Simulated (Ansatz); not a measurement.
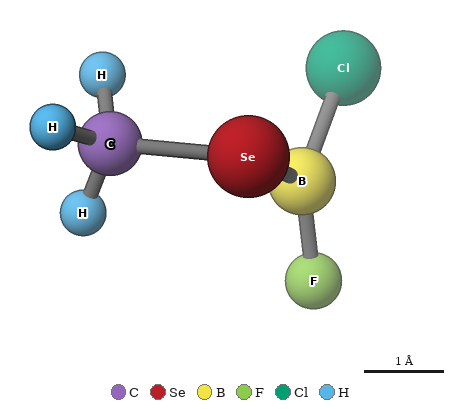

Starting structure of CH3BClFSe (coarse preliminary run). Style: ball-and-stick. Shown at a tilt.

The start comes from a force field.

The calculation used RKS PBE-D4/def2-SVP in Ansatz 0.2.0.

Input
```yaml
crystal:
  periodic: [false, false, false]
  atoms:
    - {symbol: C, position_ang: [-0.897500, 0.700100, -0.454600]}
    - {symbol: Se, position_ang: [-0.246900, 0.500600, 1.332300]}
    - {symbol: B, position_ang: [1.005100, -0.921200, 0.700300]}
    - {symbol: F, position_ang: [0.699900, -2.296100, 0.697100]}
    - {symbol: Cl, position_ang: [2.720400, -0.462800, 0.102200]}
    - {symbol: H, position_ang: [-1.732700, 1.542800, -0.448700]}
    - {symbol: H, position_ang: [-0.106200, 1.067700, -1.146700]}
    - {symbol: H, position_ang: [-1.350100, -0.188200, -0.837700]}
basis:
  gaussian: {orbitals: def2-SVP}
hamiltonian: {xc: pbe, dispersion: d4}
relax: {f_tol: 0.03, max_steps: 200}
```

### Where does the relaxation end?

F4 moves most after the best rigid fit: 1.34 Å. By element the largest moves are F 1.34 Å, Cl 1.28 Å, H 0.79 Å, Se 0.77 Å, B 0.20 Å, C 0.19 Å. Some distances before and after: B3–Cl5 1.874 → 1.770 Å, C1–H6 1.186 → 1.105 Å, B3–F4 1.408 → 1.333 Å, Se2–B3 1.997 → 1.940 Å. Bond angles that change, for instance: C1–Se2–B3 89.5° → 99.9°, Se2–B3–F4 124.0° → 117.9°, H6–C1–H7 105.6° → 110.1°. Groups turn about Se2–B3 by about 90°. The energy falls by 0.963 eV in 15 geometry steps. The largest force component goes from 3 to 0.011 eV/Å.

The structure at the end:

```xyz
8

C    -0.8526    0.8677   -0.5305
Se   -0.6618   -0.1255    1.1577
B     0.9792   -1.0935    0.7930
F     1.4503   -1.9032    1.7417
Cl    1.8787   -0.9623   -0.7256
H    -1.8037    1.4258   -0.4578
H    -0.0092    1.5701   -0.6536
H    -0.8890    0.1639   -1.3807
```

After the run, drawn alike:

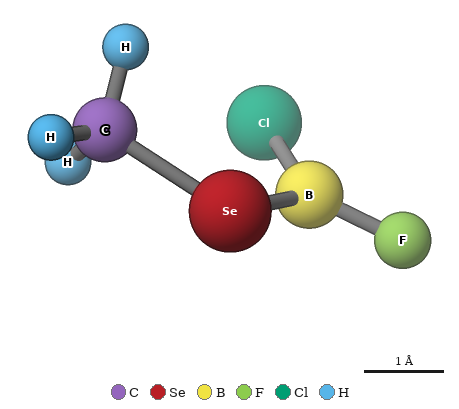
